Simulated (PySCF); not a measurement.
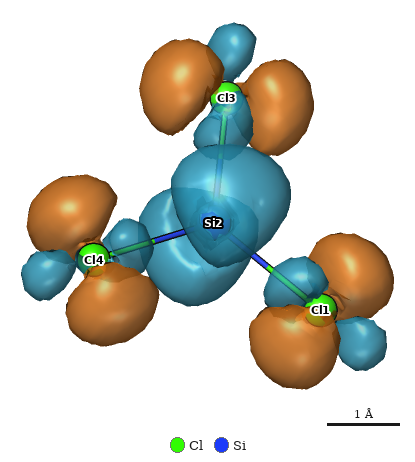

Figure. Cl3Si, charge +1, SMILES `Cl[Si+](Cl)Cl`. Unrelaxed difference density of S₂ less the ground state (TDA singlet states), ±0.03 e/Å³; light blue: gain, orange: loss.

Method: B3LYP/6-31+G*; geometry: GFN2-xTB; program: PySCF. No frequency check shows the geometry to be a minimum. GFN2-xTB bond lengths at metals and heavier atoms can be off by up to 0.1 Å and shapes distorted, which carries into these values.

Question: How does the charge move on excitation?

Answer: 0.74 e is displaced in all, of which about 0.4 e passes between atoms: Cl1, Cl3 and Cl4 (0.13 e each) lose electrons and Si2 (0.39 e) gains them. The state: 5.93 eV (209 nm), f = 0.000 (dark), n → σ*; the leading pair carries 100 %; hole on Cl1, Cl3 and Cl4 (32 % each), electron on Si2 (44 %) and Cl1, Cl3 and Cl4 (19 % each); their centroids lie 0.0 Å apart.
